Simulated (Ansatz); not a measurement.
**GaH₆NOSi₂: basis-set convergence**

How large a basis does GaH₆NOSi₂ need? Two functionals are run in growing sets.

Program: Ansatz 0.2.0, Gaussian basis. Level of theory: one geometry, several basis sets. These are calculated values, not measurements.

Levels to be run: PBE0-D4/def2-SVP; ωB97M-V/def2-SVP; PBE0-D4/def2-QZVPP; ωB97M-V/def2-QZVPP; the functionals' def2-TZVPP values are taken from earlier runs.

**1. The relaxed structure**

An earlier PBE0-D4 in a triple-zeta def2 set relaxation fixed the geometry.

SMILES `[NH2][Ga]1[O][SiH2][SiH2]1`, 11 atoms, charge 0, spin multiplicity 1.

Atoms are counted from 1 here; the program's logs count them from 0.

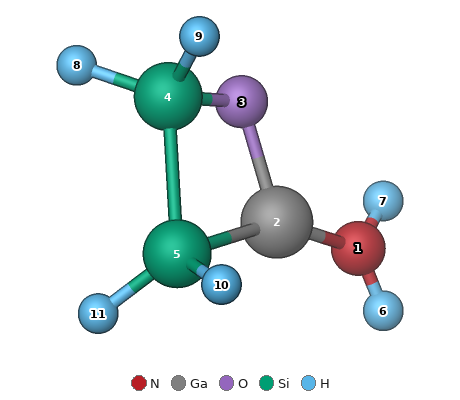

The geometry (nitrogen red, gallium grey, oxygen purple, silicon teal, hydrogen blue); atoms are numbered from 1 in the order of the file.

Coordinates:

```xyz
11
GaH6NOSi2
N    -1.4005    2.3334   -0.3315
Ga   -0.4126    0.8314   -0.2396
O    -0.7219   -0.2499    1.2309
Si    0.3005   -1.5308    1.0716
Si    1.2321   -0.7577   -0.9617
H    -1.3420    3.0104   -1.0712
H    -2.0827    2.5755    0.3674
H    -0.4196   -2.8301    0.9615
H     1.2754   -1.6303    2.1935
H     2.6393   -0.2745   -0.9917
H     0.9320   -1.4773   -2.2292
```

**2. PBE0-D4 in def2-SVP**

File in.yaml:

```yaml
crystal:
  periodic: [false, false, false]
  atoms:
    - {symbol: N, position_ang: [-1.400464, 2.333376, -0.331463]}
    - {symbol: Ga, position_ang: [-0.412609, 0.831388, -0.239628]}
    - {symbol: O, position_ang: [-0.721927, -0.249939, 1.230945]}
    - {symbol: Si, position_ang: [0.300510, -1.530841, 1.071600]}
    - {symbol: Si, position_ang: [1.232112, -0.757687, -0.961711]}
    - {symbol: H, position_ang: [-1.341977, 3.010356, -1.071191]}
    - {symbol: H, position_ang: [-2.082701, 2.575537, 0.367450]}
    - {symbol: H, position_ang: [-0.419614, -2.830131, 0.961520]}
    - {symbol: H, position_ang: [1.275441, -1.630298, 2.193464]}
    - {symbol: H, position_ang: [2.639273, -0.274462, -0.991733]}
    - {symbol: H, position_ang: [0.931965, -1.477300, -2.229242]}
basis:
  gaussian: {orbitals: def2-SVP}
hamiltonian: {xc: pbe0, dispersion: d4}
output: {orbitals: {seedname: orbitals}}
```

Launch:

```sh
$ ansatz run in.yaml --threads 4 --pin off --events-out ev --progress --plain --max-ram 10444MiB
```

What it wrote:

```text
Functional definition: PBE0
  name "PBE0"
  cite "Adamo & Barone, J. Chem. Phys. 110, 6158 (1999) doi:10.1063/1.478522"
  cite "Perdew, Burke & Ernzerhof, Phys. Rev. Lett. 77, 3865 (1996) doi:10.1103/PhysRevLett.77.3865"
  parent pbe
  parameter a = 0.25
  parameter kappa = 0.804
  parameter beta = 0.06672455060314922
  exchange = (1 - a)*pbe_x(kappa = kappa, mu = beta*pi^2/3) + a*exact_x
  correlation = pbe_c(beta = beta)
1232 factors; integrals over basis functions are off by at most 1.2e-3 eV
mean field evaluation 1: about -71727.4634 eV, gradient 7.5e1 eV
mean field evaluation 2: about -71689.1546 eV, gradient 1.5e2 eV
mean field evaluation 4: about -71737.7485 eV, gradient 1.3e1 eV
mean field evaluation 8: about -71738.1189 eV, gradient 6.7e-1 eV
mean field evaluation 16: about -71738.1199 eV, gradient 9.9e-5 eV
mean field -71738.11989620 eV, -2636.3272803412 hartree, gradient 1.5e-5 eV, S^2 0.000000; 0 other end points of the search recorded, 0 dependent functions left out
reference -71738.11992974 eV, -2636.3272815737 hartree; 40, 40 occupied and 86, 86 virtual orbitals, 1232 factors
Total energy: -71738.37747136 eV, -2636.3367460539 hartree
```

Wall time 1.9 s (4 threads of Arm Neoverse V1, shared host); peak memory 0.53 GiB.

**3. ωB97M-V in def2-SVP**

in.yaml, as its differences from that of step 2:

```diff
@@ -16,3 +16,3 @@
   gaussian: {orbitals: def2-SVP}
-hamiltonian: {xc: pbe0, dispersion: d4}
+hamiltonian: {xc: {name: wB97M-V}}
 output: {orbitals: {seedname: orbitals}}
```

Launched as before.

What it wrote (excerpt; [...] marks lines left out):

```text
Functional definition: wB97M-V
  name "wB97M-V"
  cite "Mardirossian & Head-Gordon, J. Chem. Phys. 144, 214110 (2016) doi:10.1063/1.4952647"
  cite "Becke, J. Chem. Phys. 107, 8554 (1997) doi:10.1063/1.475007"
  cite "Vydrov & Van Voorhis, J. Chem. Phys. 133, 244103 (2010) doi:10.1063/1.3521275"
  # Of w^i u^j: cxij and so on, Table III.
[...]
  gx(w, u) = 1 - cx + cx01*u + cx10*w
  gss(w, u) = css00 + css04*u^4 + css10*w + css20*w^2 + css43*w^4*u^3
  gos(w, u) = cos00 + cos10*w + (cos20 + cos21*u)*w^2 + (cos60 + cos61*u)*w^6
[...]
      + integral(e_c_pw_mod_opposite_spin*gos(b97_w_opposite, b97_u_opposite)) + vv10(b, c)
1232 factors; integrals over basis functions are off by at most 1.2e-3 eV
395 factors; integrals over basis functions are off by at most 6.4e-6 eV
[...]
mean field -71750.16684921 eV, -2636.7699976987 hartree, gradient 8.1e-5 eV, S^2 0.000000; 0 other end points of the search recorded, 0 dependent functions left out
reference -71750.16690171 eV, -2636.7699996280 hartree; 40, 40 occupied and 86, 86 virtual orbitals, 1232 factors
Total energy: -71750.16690171 eV, -2636.7699996280 hartree
```

Run time: 8 s. Hardware: 4 threads of Arm Neoverse V1, shared host; peak memory 0.53 GiB.

**4. PBE0-D4 in def2-QZVPP**

in.yaml, as its differences from that of step 3:

```diff
@@ -15,4 +15,4 @@
 basis:
-  gaussian: {orbitals: def2-SVP}
-hamiltonian: {xc: {name: wB97M-V}}
+  gaussian: {orbitals: "def2-QZVPP.json"}
+hamiltonian: {xc: pbe0, dispersion: d4}
 output: {orbitals: {seedname: orbitals}}
```

Same command.

What it wrote:

```text
Functional definition: PBE0
  name "PBE0"
  cite "Adamo & Barone, J. Chem. Phys. 110, 6158 (1999) doi:10.1063/1.478522"
  cite "Perdew, Burke & Ernzerhof, Phys. Rev. Lett. 77, 3865 (1996) doi:10.1103/PhysRevLett.77.3865"
  parent pbe
  parameter a = 0.25
  parameter kappa = 0.804
  parameter beta = 0.06672455060314922
  exchange = (1 - a)*pbe_x(kappa = kappa, mu = beta*pi^2/3) + a*exact_x
  correlation = pbe_c(beta = beta)
2067 factors; their error is unknown
mean field evaluation 1: about -71742.9610 eV, gradient 8.9e1 eV
mean field evaluation 2: about -71690.2397 eV, gradient 1.8e2 eV
mean field evaluation 4: about -71756.1173 eV, gradient 1.8e1 eV
mean field evaluation 8: about -71756.6571 eV, gradient 1.0e-1 eV
mean field evaluation 16: about -71756.8158 eV, gradient 9.6e-5 eV
mean field -71756.81579990 eV, -2637.0143421295 hartree, gradient 2.6e-5 eV, S^2 0.000000; 0 other end points of the search recorded, 0 dependent functions left out
reference -71756.81584766 eV, -2637.0143438848 hartree; 40, 40 occupied and 483, 483 virtual orbitals, 2067 factors
Total energy: -71757.07338929 eV, -2637.0238083650 hartree
```

Run time: 16 s. Hardware: 4 threads of Arm Neoverse V1, shared host; peak memory 2.6 GiB.

**5. ωB97M-V in def2-QZVPP**

in.yaml, as its differences from that of step 4:

```diff
@@ -16,3 +16,3 @@
   gaussian: {orbitals: "def2-QZVPP.json"}
-hamiltonian: {xc: pbe0, dispersion: d4}
+hamiltonian: {xc: {name: wB97M-V}}
 output: {orbitals: {seedname: orbitals}}
```

Same command.

What it wrote (excerpt; [...] marks lines left out):

```text
Functional definition: wB97M-V
  name "wB97M-V"
  cite "Mardirossian & Head-Gordon, J. Chem. Phys. 144, 214110 (2016) doi:10.1063/1.4952647"
  cite "Becke, J. Chem. Phys. 107, 8554 (1997) doi:10.1063/1.475007"
  cite "Vydrov & Van Voorhis, J. Chem. Phys. 133, 244103 (2010) doi:10.1063/1.3521275"
  # Of w^i u^j: cxij and so on, Table III.
[...]
  gx(w, u) = 1 - cx + cx01*u + cx10*w
  gss(w, u) = css00 + css04*u^4 + css10*w + css20*w^2 + css43*w^4*u^3
  gos(w, u) = cos00 + cos10*w + (cos20 + cos21*u)*w^2 + (cos60 + cos61*u)*w^6
[...]
      + integral(e_c_pw_mod_opposite_spin*gos(b97_w_opposite, b97_u_opposite)) + vv10(b, c)
2022 factors; their error is unknown
447 factors; integrals over basis functions are off by at most 1.0e-5 eV
[...]
mean field -71768.87213754 eV, -2637.4574043660 hartree, gradient 1.3e-5 eV, S^2 0.000000; 0 other end points of the search recorded, 0 dependent functions left out
reference -71768.87221449 eV, -2637.4574071937 hartree; 40, 40 occupied and 483, 483 virtual orbitals, 2022 factors
Total energy: -71768.87221449 eV, -2637.4574071937 hartree
```

Wall time 33 s (4 threads of Arm Neoverse V1, shared host); peak memory 2.8 GiB.

**6. Functionals by basis**

The def2-TZVPP values come from earlier runs at the same geometry.

```tsv
functional	basis	functions	energy (eV)	from the largest (eV)	HOMO (eV)	LUMO (eV)
PBE0-D4	def2-SVP	126	-71738.3775	18.696	-7.24	-0.97
PBE0-D4	def2-TZVPP	278	-71755.1426	1.931	-7.24	-1.13
PBE0-D4	def2-QZVPP	523	-71757.0734	0.000	-7.26	-1.19
ωB97M-V	def2-SVP	126	-71750.1669	18.705	-9.16	0.89
ωB97M-V	def2-TZVPP	278	-71767.0269	1.845	-9.19	0.65
ωB97M-V	def2-QZVPP	523	-71768.8722	0.000	-9.22	0.52
```

**7. What came out**

| quantity | value |
| --- | --- |
| PBE0-D4: double and triple zeta above quadruple | 18.70, 1.93 eV |
| ωB97M-V: double and triple zeta above quadruple | 18.71, 1.85 eV |

**Reading.** For PBE0-D4 the step from double to triple zeta gains 16.77 eV and the next only 1.93 eV. Total energies overstate the basis error of differences, where much of it tends to cancel.

For PBE0-D4 the largest set took about 8 times as long as the smallest (16 s against 1.9 s).
